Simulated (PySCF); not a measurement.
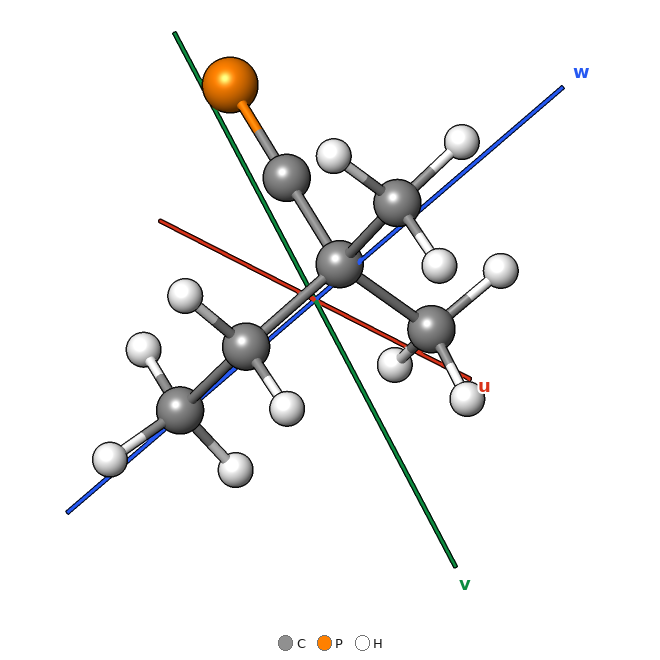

The lines u, v and w are the principal axes of the static dipole polarisability. The geometry was computed by an optimisation with GFN2-xTB. No frequency run is at hand to confirm it as a minimum. Method: CAM-B3LYP/def2-SVPD (PySCF 2.14.0).

Question. Along which axis is the molecule most polarisable, and along which least?

Answer. Most along v, least along u.

Question. Give the three principal values.

Answer. u 81.8, v 117.2, w 89.3 bohr³; mean 96.1, anisotropy 32.3 bohr³.

The geometry is semi-empirical. Around P such bond lengths and angles can be off by a tenth of an ångström or more and by several degrees, and values that hang on the shape move with them.
